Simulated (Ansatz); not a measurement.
# CH5NSi (SMILES C=N[SiH3]): functionals against CCSD(T) at one geometry

How do the functionals fare away from a minimum? The structure is a structure displaced at random from a GFN2-xTB minimum.

Method: single points in def2-TZVPP; program: Ansatz 0.2.0, Gaussian basis.

Cores are frozen in the correlated methods.

## 1. Starting geometry

SMILES `C=N[SiH3]`, 8 atoms, charge 0, spin multiplicity 1.

Atoms are counted from 1 here; the program's logs count them from 0.

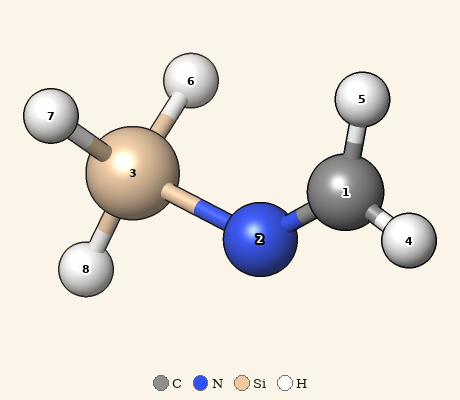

As it starts; carbon grey, nitrogen blue, silicon light orange, hydrogen white; atoms are numbered from 1 in the order of the file.

As a file:

```mol
CH5NSi
  3D, bonds by distance, orders not assigned

  8  7  0  0  0  0  0  0  0  0999 V2000
   -0.9577    0.5793   -1.0321 C   0  0
   -0.4749   -0.3940   -0.4371 N   0  0
    0.7655   -0.5568    0.9248 Si  0  0
   -1.6358    0.5101   -1.7474 H   0  0
   -0.6973    1.6002   -1.0273 H   0  0
    0.3356    0.3789    1.9689 H   0  0
    2.0175   -0.1471    0.3032 H   0  0
    0.7210   -1.7941    1.1759 H   0  0
  1  2  8  0
  1  4  8  0
  1  5  8  0
  2  3  8  0
  3  6  8  0
  3  7  8  0
  3  8  8  0
M  END
```

## 2. CCSD(T)/def2-TZVPP

File run/in.yaml:

```yaml
crystal:
  periodic: [false, false, false]
  atoms:
    - {symbol: C, position_ang: [-0.957700, 0.579300, -1.032100]}
    - {symbol: N, position_ang: [-0.474900, -0.394000, -0.437100]}
    - {symbol: Si, position_ang: [0.765500, -0.556800, 0.924800]}
    - {symbol: H, position_ang: [-1.635800, 0.510100, -1.747400]}
    - {symbol: H, position_ang: [-0.697300, 1.600200, -1.027300]}
    - {symbol: H, position_ang: [0.335600, 0.378900, 1.968900]}
    - {symbol: H, position_ang: [2.017500, -0.147100, 0.303200]}
    - {symbol: H, position_ang: [0.721000, -1.794100, 1.175900]}
basis:
  gaussian: {orbitals: def2-TZVPP}
correlation: {method: ccsd_t}
output: {forces: true}
```

No record of the launch command was kept for these runs.

## 3. PBE0-D4/def2-TZVPP

run/in.yaml: that of step 2 with these lines changed.

```diff
@@ -13,3 +13,3 @@
   gaussian: {orbitals: def2-TZVPP}
-correlation: {method: ccsd_t}
-output: {forces: true}
+hamiltonian: {xc: pbe0, dispersion: d4}
+output: {forces: true, orbitals: {seedname: orbitals}}
```

## 4. wB97M-V/def2-TZVPP

run/in.yaml: that of step 3 with these lines changed.

```diff
@@ -13,3 +13,3 @@
   gaussian: {orbitals: def2-TZVPP}
-hamiltonian: {xc: pbe0, dispersion: d4}
-output: {forces: true, orbitals: {seedname: orbitals}}
+hamiltonian: {xc: {name: wB97M-V}}
+output: {forces: true}
```

## 5. r2SCAN-D4/def2-TZVPP

run/in.yaml: that of step 4 with these lines changed.

```diff
@@ -13,3 +13,3 @@
   gaussian: {orbitals: def2-TZVPP}
-hamiltonian: {xc: {name: wB97M-V}}
+hamiltonian: {xc: r2scan, dispersion: d4}
 output: {forces: true}
```

## 6. PBE-D4/def2-TZVPP

run/in.yaml: that of step 5 with these lines changed.

```diff
@@ -13,3 +13,3 @@
   gaussian: {orbitals: def2-TZVPP}
-hamiltonian: {xc: r2scan, dispersion: d4}
+hamiltonian: {xc: pbe, dispersion: d4}
 output: {forces: true}
```

## 7. CAM-B3LYP-D4/def2-TZVPP

run/in.yaml: that of step 6 with these lines changed.

```diff
@@ -13,3 +13,3 @@
   gaussian: {orbitals: def2-TZVPP}
-hamiltonian: {xc: pbe, dispersion: d4}
+hamiltonian: {xc: {name: CAM-B3LYP}, dispersion: d4}
 output: {forces: true}
```

## 8. B97M-V/def2-TZVPP

run/in.yaml: that of step 7 with these lines changed.

```diff
@@ -13,3 +13,3 @@
   gaussian: {orbitals: def2-TZVPP}
-hamiltonian: {xc: {name: CAM-B3LYP}, dispersion: d4}
+hamiltonian: {xc: {name: B97M-V}}
 output: {forces: true}
```

(Steps that only read results are left out.)

Before running it: what results should come out? Wanted: energy less free atoms, CCSD(T)/def2-TZVPP; RMS force component; RMS force error; HOMO and LUMO, PBE0-D4; T1 diagnostic.

The runs gave:

```
                                  quantity                                                                                               value
energy less free atoms, CCSD(T)/def2-TZVPP                                                                                      -2544.5 kJ/mol
                       RMS force component                                                                2.412 to 2.530 eV/Å over the methods
                           RMS force error  PBE0-D4 0.307, wB97M-V 0.266, r2SCAN-D4 0.236, PBE-D4 0.204, CAM-B3LYP-D4 0.338, B97M-V 0.317 eV/Å
                    HOMO and LUMO, PBE0-D4                                                                                  -6.45 and -0.65 eV
                             T1 diagnostic                                                                                               0.013
```

In words: Against CCSD(T) the functionals' energies less atoms differ by -105.6 to -59.8 kJ/mol, PBE-D4 by -105.6 kJ/mol. A larger basis would deepen the CCSD(T) value, while the functionals are nearly converged already, so the order here is not reliable. The forces of PBE-D4 come nearest to CCSD(T), those of CAM-B3LYP-D4 are farthest. Frozen-core CCSD(T) forces in triple zeta carry basis errors of their own, and this is one geometry, so small gaps rank nothing.
